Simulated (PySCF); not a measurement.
**GeH2 (SMILES [H][Ge][H]) at HF/cc-pV(T+d)Z**

What is the vertical singlet–triplet gap of GeH2 at HF/cc-pV(T+d)Z? 

Program for the calculation: PySCF 2.14.0.

## 1. The molecule

GeH2 has 3 atoms, charge 0, and is taken as a singlet. SMILES: `[H][Ge][H]`. The shape comes from GFN2-xTB, which is rough for such elements, and wasn't checked as a minimum.

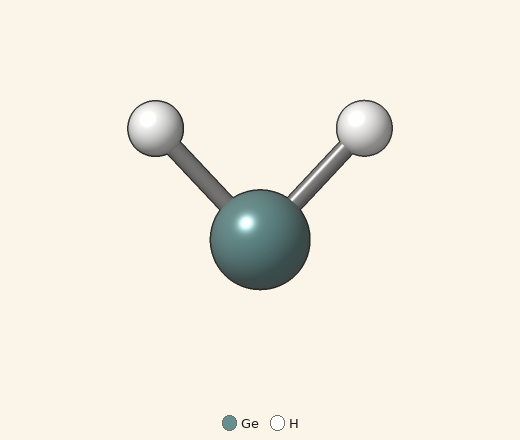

Viewed from a chosen angle; germanium teal, hydrogen white.

## 2. The energy at HF/cc-pV(T+d)Z

Contents of run.py:

```python
from pyscf import gto

mol = gto.M(
    atom='''
Ge     0.008674    -0.017102    -1.475914
H      2.076507    -0.033675     0.752942
H     -2.085180     0.050777     0.722971
''',
    max_memory=1860,
    unit='bohr',
    verbose=3,
    basis='cc-pv(t+d)z',
)

mf = mol.RHF()
mf.conv_tol = 1e-10
mf.kernel()
if not mf.converged:
    mf = mf.newton().run(mf.mo_coeff, mf.mo_occ)

energy = mf.e_tot
print('E = %.10f Eh' % energy)
```

Command:

```sh
OMP_NUM_THREADS=1 python run.py
```

The log of the run:

```text
converged SCF energy = -2076.51449685926
E = -2076.5144968593 Eh
```

Wall time 1.5 s (1 thread of Arm Neoverse V2, shared host); peak memory 0.15 GiB.

## 3. The triplet, same level

Contents of calc.py:

```python
from pyscf import gto, scf

molecule = gto.Mole()
molecule.atom = '''
Ge   0.004590  -0.009050  -0.781020
H    1.098840  -0.017820   0.398440
H   -1.103430   0.026870   0.382580
'''
molecule.verbose = 4
molecule.charge = 0
molecule.basis = 'cc-pv(t+d)z'
molecule.spin = 2
molecule.max_memory = 1860
molecule.build()

calc0 = scf.UHF(molecule)
calc0.conv_tol = 1e-10
calc0.kernel()
if not calc0.converged:
    calc0 = calc0.newton().run(calc0.mo_coeff, calc0.mo_occ)

etot = calc0.e_tot
print('E = %.10f Eh' % etot)
```

Command:

```sh
OMP_NUM_THREADS=1 python calc.py
```

The log of the run:

```text
PySCF version 2.14.0

[INPUT] num. atoms = 3
[INPUT] num. electrons = 34
[INPUT] charge = 0
[INPUT] spin (= nelec alpha-beta = 2S) = 2
[INPUT] symmetry False subgroup None
[INPUT] Mole.unit = angstrom
[INPUT] Symbol           X                Y                Z      unit          X                Y                Z       unit  Magmom
[INPUT]  1 Ge     0.004590000000  -0.009050000000  -0.781020000000 AA    0.008673842912  -0.017102021427  -1.475913897808 Bohr   0.0
[INPUT]  2 H      1.098840000000  -0.017820000000   0.398440000000 AA    2.076506654717  -0.033674919540   0.752942477072 Bohr   0.0
[INPUT]  3 H     -1.103430000000   0.026870000000   0.382580000000 AA   -2.085180497629   0.050776940967   0.722971420736 Bohr   0.0

nuclear repulsion = 21.3015695193692
number of shells = 10
number of NR pGTOs = 143
number of NR cGTOs = 71
basis = cc-pv(t+d)z
ecp = {}

******** <class 'pyscf.scf.uhf.UHF'> ********
method = UHF
initial guess = minao
damping factor = 0
level_shift factor = 0
DIIS = <class 'pyscf.scf.diis.CDIIS'>
diis_start_cycle = 1
diis_space = 8
diis_damp = 0
SCF conv_tol = 1e-10
SCF conv_tol_grad = None
SCF max_cycles = 50
direct_scf = True
direct_scf_tol = 1e-13
number electrons alpha = 18  beta = 16
Set gradient conv threshold to 1e-05
init E= -2075.57396711268
[... the frontier-level lines of each cycle are left out ...]


cycle= 1 E= -2076.4462849004  delta_E= -0.872  |g|= 0.165  |ddm|= 1.81
cycle= 2 E= -2076.47137207943  delta_E= -0.0251  |g|= 0.0839  |ddm|= 0.558
cycle= 3 E= -2076.47551709925  delta_E= -0.00415  |g|= 0.0306  |ddm|= 0.149
cycle= 4 E= -2076.47738755781  delta_E= -0.00187  |g|= 0.0102  |ddm|= 0.156
cycle= 5 E= -2076.47767635357  delta_E= -0.000289  |g|= 0.00447  |ddm|= 0.055
cycle= 6 E= -2076.47774743482  delta_E= -7.11e-05  |g|= 0.00245  |ddm|= 0.0237
cycle= 7 E= -2076.47777587079  delta_E= -2.84e-05  |g|= 0.0011  |ddm|= 0.0196
cycle= 8 E= -2076.47778197503  delta_E= -6.1e-06  |g|= 0.000357  |ddm|= 0.0111
cycle= 9 E= -2076.47778248206  delta_E= -5.07e-07  |g|= 0.000104  |ddm|= 0.00346
cycle= 10 E= -2076.47778250936  delta_E= -2.73e-08  |g|= 1.46e-05  |ddm|= 0.000735
cycle= 11 E= -2076.47778250975  delta_E= -3.86e-10  |g|= 4.17e-06  |ddm|= 6.45e-05
cycle= 12 E= -2076.4777825098  delta_E= -5.28e-11  |g|= 2.09e-06  |ddm|= 2.16e-05
Extra cycle  E= -2076.47778250981  delta_E= -1e-11  |g|= 1.65e-06  |ddm|= 6.46e-06
converged SCF energy = -2076.47778250981  <S^2> = 2.0059736  2S+1 = 3.0039797
E = -2076.4777825098 Eh
```

Run time: 1.7 s. Hardware: 1 thread of Arm Neoverse V2, shared host; peak memory 0.14 GiB.

## 4. What came out

Level: HF/cc-pV(T+d)Z.

```
                                        quantity           value
                           singlet: total energy  -2076.51450 Eh
                          singlet: dipole moment          0.20 D
                            singlet: HOMO energy        -9.35 eV
                            singlet: LUMO energy         0.05 eV
                          singlet: HOMO–LUMO gap         9.40 eV
                           triplet: total energy  -2076.47778 Eh
                          triplet: dipole moment          0.93 D
     triplet: HOMO energy (highest over α and β)        -8.25 eV
      triplet: LUMO energy (lowest over α and β)        -0.62 eV
                                   triplet: ⟨S²⟩           2.006
vertical energy of the triplet above the singlet        0.999 eV
```

What this shows: At this shape the triplet lies 1.00 eV (23.0 kcal/mol) above the singlet. Mulliken charges (triplet) run from -0.06 on H2 to +0.13 on Ge1.
